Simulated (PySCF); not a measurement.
# C3H11NOSi3: what the fields show

```
atom    x (Å)    y (Å)    z (Å)
   N   2.0332   3.3252   0.2435
   C   1.9537   2.2152   0.5205
  Si   1.8176   0.3783   0.9015
  Si   3.4817  -0.8650  -0.0791
   O   0.4888  -0.2096   0.1911
   C  -0.8533   0.1942   0.2784
   C  -1.7033  -0.6521  -0.6474
  Si  -3.5471  -0.1968  -0.5693
   H   1.6679   0.4274   2.3681
   H   3.6290  -0.6514  -1.5215
   H   3.3055  -2.3057   0.1274
   H   4.7504  -0.4907   0.5501
   H  -1.1896   0.0889   1.3167
   H  -0.9253   1.2544   0.0090
   H  -1.5600  -1.7009  -0.3813
   H  -1.3251  -0.5344  -1.6642
   H  -4.2705  -1.0649  -1.4985
   H  -4.0399  -0.4088   0.7933
   H  -3.7235   1.2060  -0.9456
```

Geometry: GFN2-xTB.

These are results of PBE0/pcSseg-1, SCF density, gas phase, non-relativistic (PySCF), not measurements.

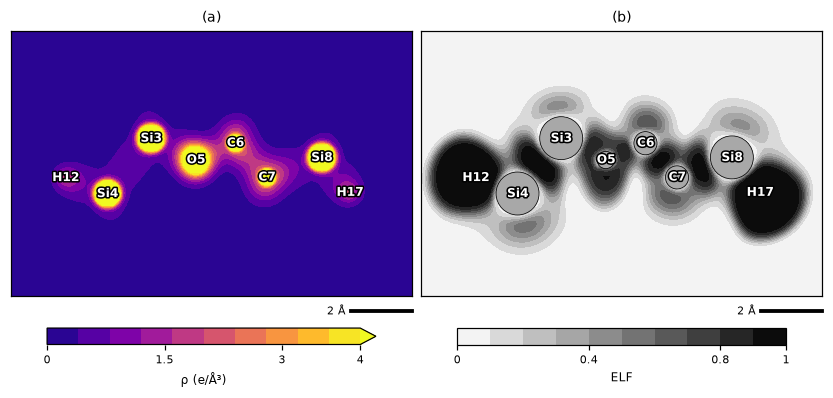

Figure 1. (a) total electron density; (b) electron localisation function on the plane of atoms C7, Si8 and H17. Grey discs cover the atomic cores in the ELF map.

> Read the bonding off the picture.

Atoms in the plane: Si, O, C and H. C–O (1.40 Å): ρ at the midpoint is about 2 e/Å³, with its minimum of 1.7 e/Å³ about 0.5 Å from C; the ELF peaks at about 0.85 between the atoms (a polar covalent bond). C–C (1.52 Å): ρ at the midpoint is about 1.7 e/Å³; the ELF peaks at about 0.95 between the atoms; a covalent bond. Si–O (1.62 Å): the density is about 1.2 e/Å³ at the midpoint; the ELF peaks at about 0.85 between the atoms (a short, strongly polar bond). C–Si (1.90 Å): the density is about 0.91 e/Å³ at the midpoint; the ELF peaks at about 0.95 between the atoms: a shared electron pair. Si–Si (2.30 Å): ρ at the midpoint is about 0.7 e/Å³; the ELF peaks at about 1 between the atoms; a covalent bond. The ELF also peaks beside O5, away from the bonds: lone-pair regions.

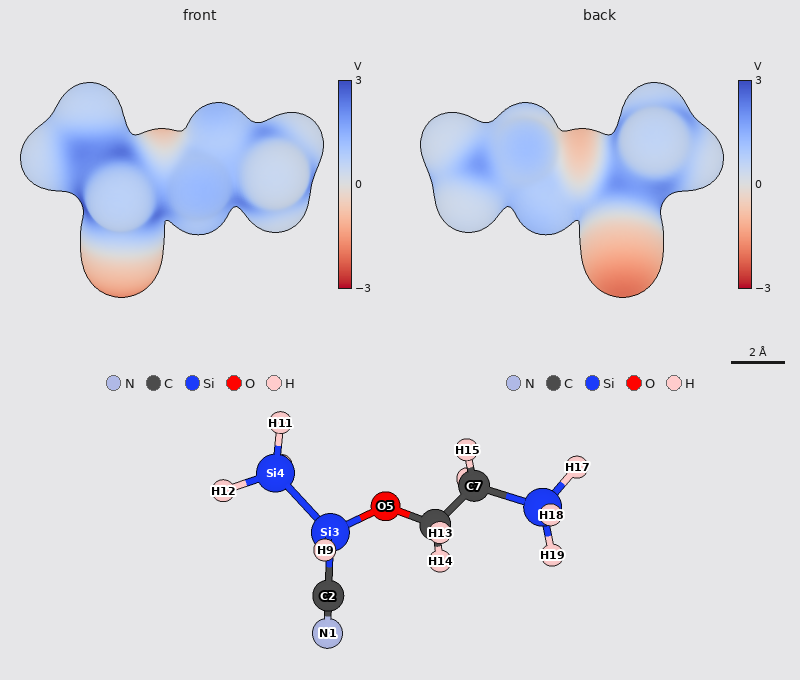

Figure 2. The electrostatic potential painted on the density surface at 0.004 e/bohr³, seen from the front and from behind; the colour scale runs from red (negative) to blue (positive). The bare structure is drawn below in the same view.

> Describe the electrostatic potential map.

The most negative region (about −1.9 V) lies over N1, the most positive (about +2.6 V) over Si3. N1 is the likeliest acceptor of a hydrogen bond.
